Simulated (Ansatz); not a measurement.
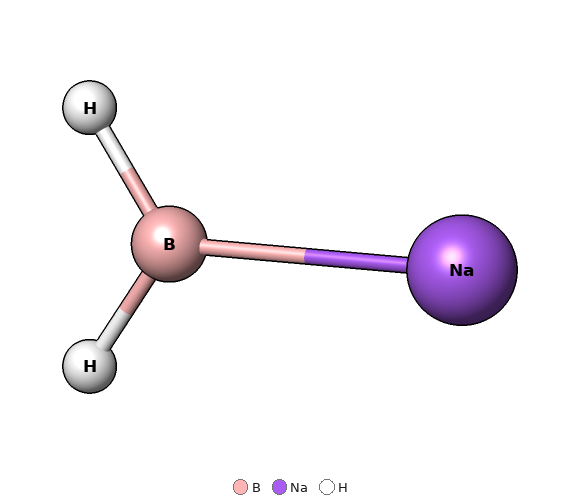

A ball-and-stick model of a molecule. Every bond is drawn as one stick, whatever its order.

Description:

It has 4 atoms: 1 boron, 2 hydrogen and 1 sodium (BH₂Na). This geometry has C2v symmetry. All atoms lie on one plane. Coordination: 1 B trigonal planar.

More results for the same structure follow; atom numbers are the same in all pictures, views and colours differ. Computed geometry: PBE0-D4/def2-TZVP optimisation. No frequency run is at hand to confirm it as a minimum.

**Geometry**

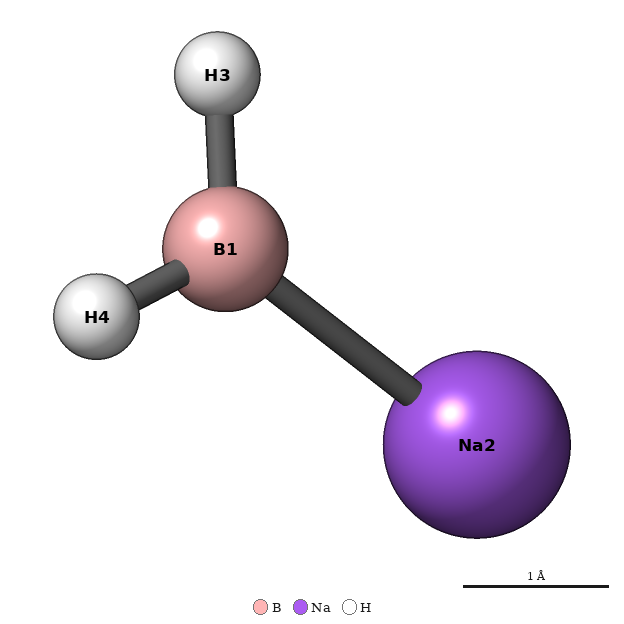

No frequency run is at hand to confirm it as a minimum.

Give the bond lengths.

```tsv
bond	length (Å)
B1–Na2	2.488
B1–H3	1.210
B1–H4	1.210
```

**Electronic properties**

No frequency run is at hand to confirm it as a minimum. Method: RKS PBE0-D4/def2-TZVPP (Ansatz 0.2.0).

Computed properties:

- HOMO energy (Kohn–Sham orbital): −4.57 eV
- LUMO energy (Kohn–Sham orbital): −1.21 eV
- HOMO–LUMO gap: 3.36 eV

**Charges**

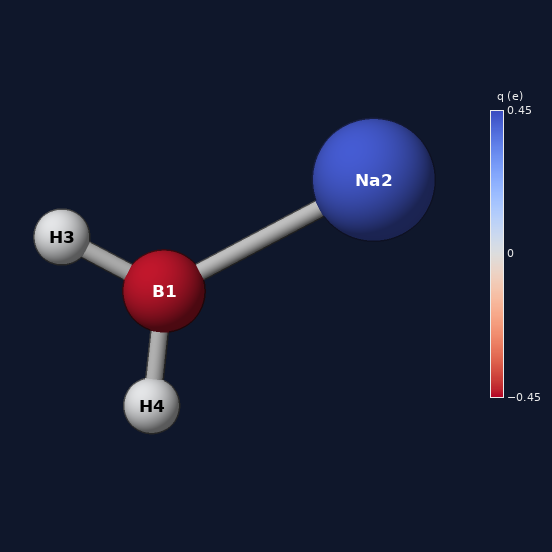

Atoms are coloured by their Mulliken charges. No frequency run is at hand to confirm it as a minimum. Method: RKS PBE0-D4/def2-TZVP (Ansatz 0.2.0).

List the Mulliken charges.

```csv
atom,value (e)
B1,−0.43
Na2,0.42
H3,0.01
H4,0.01
```

**Dipole moment**

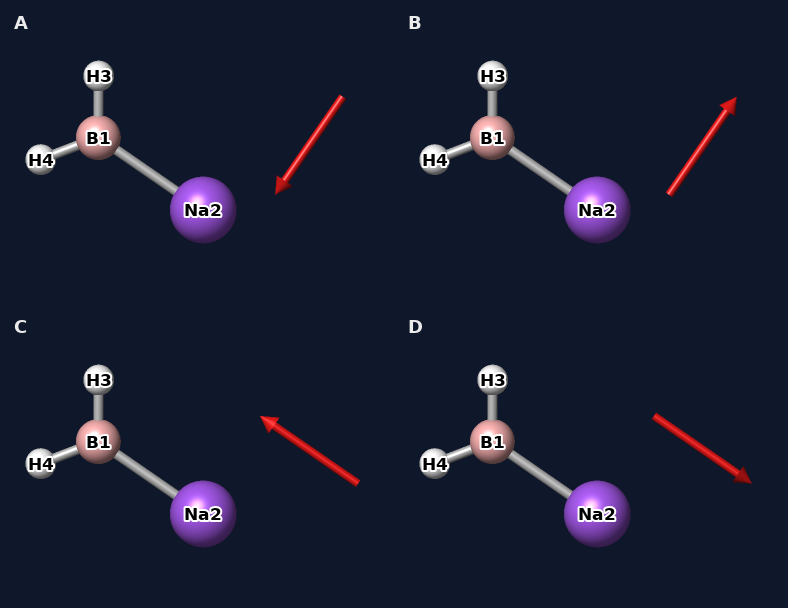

The same molecule four times, each with an arrow. No frequency run is at hand to confirm it as a minimum. Level of theory: RKS PBE0-D4/def2-TZVP (Ansatz 0.2.0).

Which arrow points along the dipole moment, from the negative to the positive end?

D. The dipole moment is 5.39 D; it points from the side of H3, H4 to the side of Na2 (the outermost atoms at the two ends).

Mulliken values depend strongly on the basis set and can even reverse the polarity of a bond.
